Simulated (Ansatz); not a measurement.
# Cl2Si2 (SMILES Cl[Si]#[Si]Cl) (triplet): what the fields show

The calculation's input:

```
basis:
  gaussian:
    orbitals: def2-TZVPD
crystal:
  periodic: [false, false, false]
  atoms:
    - symbol: Cl
      position_ang: [0.564575, 2.526349, 1.294578]
    - symbol: Cl
      position_ang: [-0.432406, -1.937074, -1.327274]
    - symbol: Si
      position_ang: [0.390705, 0.444401, 1.111320]
    - symbol: Si
      position_ang: [-0.258966, 0.144875, -1.143824]
magnetization:
  spin_polarized: true
  initial_magnetization: 2
hamiltonian:
  xc: {name: PBE0}
output:
  forces: true
  orbitals: {seedname: orbitals}
```

Run with:

```sh
ansatz run input.yaml --threads 1 --pin off --max-ram 2610MiB --events-out events.jsonl --progress --plain --runs-dir runs
```

Geometry: r2SCAN-D4/def2-SVP.

Computed with Ansatz 0.2.0, isolated molecule in a Gaussian basis; Kohn-Sham density functional theory, functional PBE0.

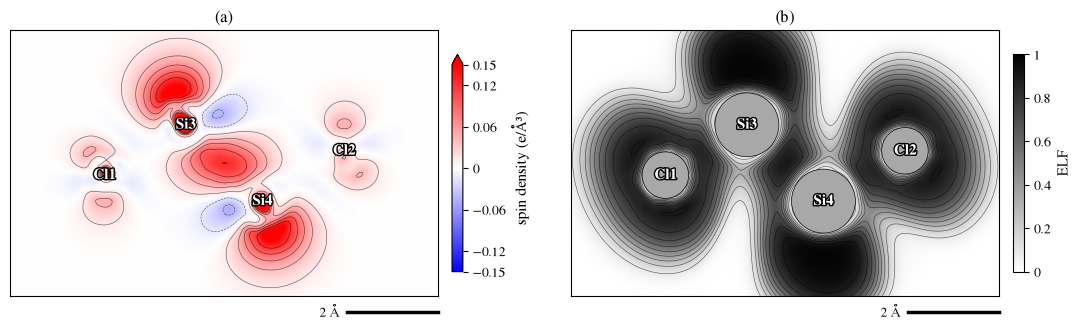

Figure 1. (a) spin density (α minus β); (b) electron localisation function on the molecular plane. Grey discs cover the atomic cores in the ELF map.

> What does the map show?

- Atoms in the plane: Cl and Si.
- Si–Cl (2.10 Å): the ELF peaks at about 0.85 between the atoms, as expected for a polar covalent bond.
- Si–Si (2.37 Å): the ELF peaks at about 0.90 between the atoms; a covalent bond.
- The ELF also peaks beside Si4, Cl1, Cl2 and Si3, away from the bonds: non-bonding electrons, paired or unpaired.
- The unpaired spin (2 electrons) lies mostly on Si4 (about 0.9), Si3 (about 0.9), Cl2 (about 0.1) and Cl1 (about 0.1), in electrons by Hirshfeld's partition.

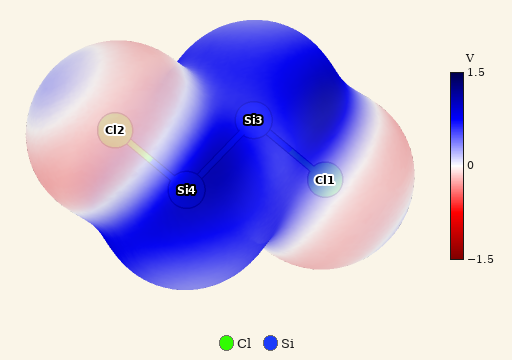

Figure 2. The molecular electrostatic potential painted on the density surface at 0.002 e/bohr³, seen at a tilt; the colour scale runs from red (negative) to blue (positive).

> Which sites attract a positive test charge, and which a negative one?

A positive charge is drawn to the negative regions and a negative charge to the positive ones. The most negative region (about −0.2 V) lies over Cl1 and Cl2, the most positive (about +1.1 V) over Si3 and Si4.

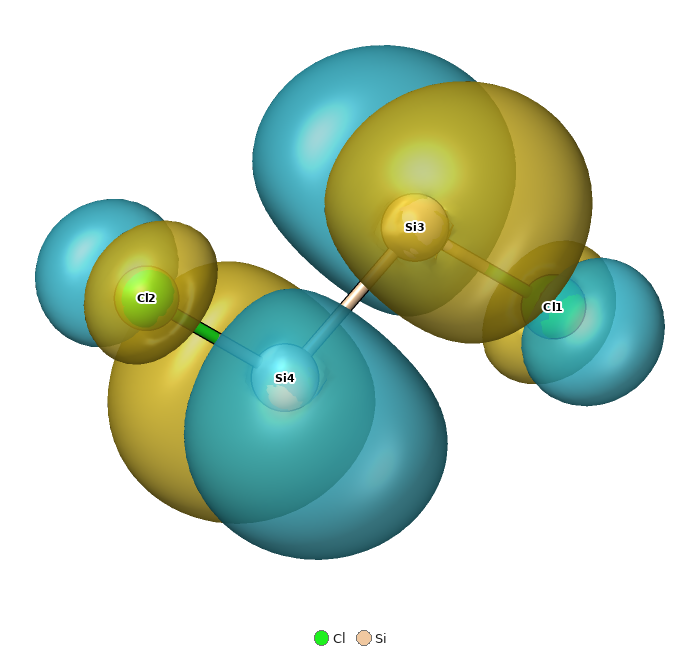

Figure 3. One frontier orbital at ±0.05 Å⁻³ᐟ² (yellow and cyan are the two phases), seen at a tilt.

> Which orbital is it: HOMO (α) or LUMO (α)?

The LUMO (α), at −2.72 eV. It lies mainly on Si4 (about 45 %) and Si3 (about 45 %); it changes sign across the molecular plane (π type); it is gerade (even under inversion); π-antibonding (a node) across Si3–Si4.

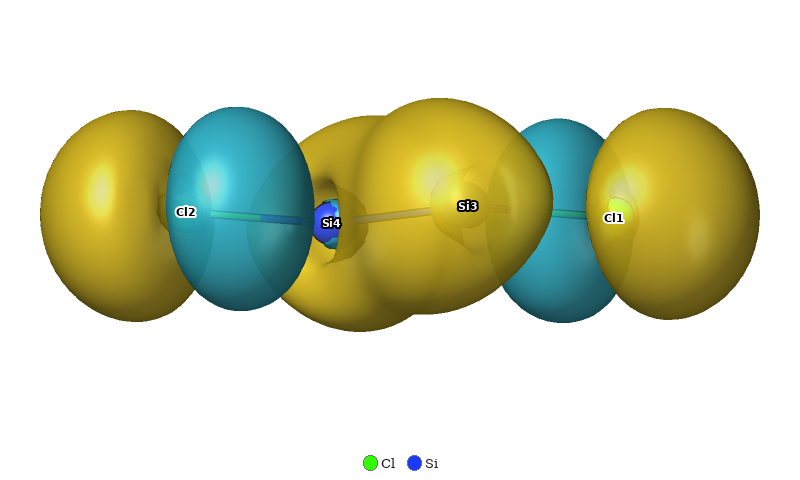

Figure 4. The HOMO−1 (β) at ±0.06 Å⁻³ᐟ² (yellow and cyan are the two phases), seen from one side.

> What is the character of this orbital?

It lies mainly on Cl1 (about 35 %), Cl2 (about 35 %), Si3 (about 15 %) and Si4 (about 15 %); it is symmetric in the molecular plane (an in-plane orbital: σ, lone-pair or in-plane π type); it is gerade (even under inversion); largely a combination of lone pairs on Cl1 and Cl2. Its energy is −9.45 eV.
